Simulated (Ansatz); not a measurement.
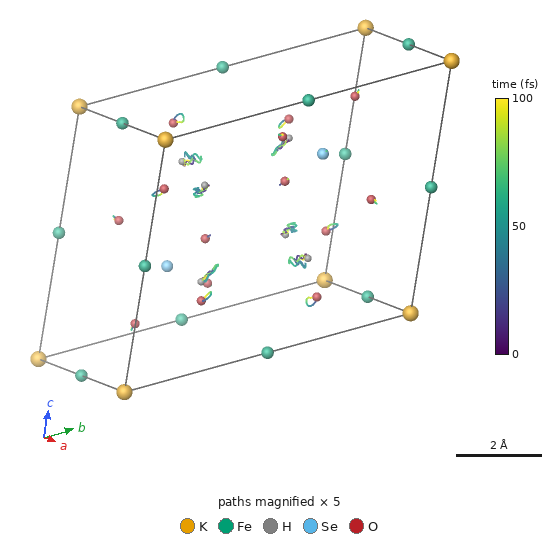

First-principles dynamics of a 26-atom cell of KFe₃H₆Se₂O₁₄ (set up in R-3m), 100 fs long. Lines trace each atom's path, coloured by time; spheres stand at the starting positions. The excursions are magnified 5 times. Seen slightly off an axis in the reduced simulation cell.

All numbers below come from Ansatz, DFT PBEsol, scalar-relativistic, plane waves, PAW. Settings: plane-wave cutoff 420 eV; k-point mesh 2 × 2 × 2; Fermi-Dirac smearing 0.05 eV; spin collinear; low-accuracy preset; Nosé-Hoover thermostat (NVT); set temperature 1950 K; time step 0.5 fs; atoms at rest at the start; thermostat time 100.0 fs.

Q: Describe the motion.

A: Root-mean-square distances from the starting positions over the second half, with the common drift of all atoms taken out: H 0.08 Å, O 0.05 Å, Se 0.03 Å, Fe 0.00 Å, K 0.00 Å. The run lasts only 100 fs, too short to tell vibration from diffusion. Over the second half the temperature averages 20 K (spread ±9 K). That is still far from the set 1950 K: the thermostat hasn't settled it within this run. The potential energy in the second half lies on average 1.3 meV per atom below the first frame. The atoms start at rest, so the thermostat has only the motion that the forces set off to work on.

Limits of the set-up: the k-point mesh is coarse for a cell with partly filled bands; the program's low-accuracy preset was used.

Cost: 34 min on 4 threads of Arm Neoverse V1 (shared host), peak memory 1.3 GiB.
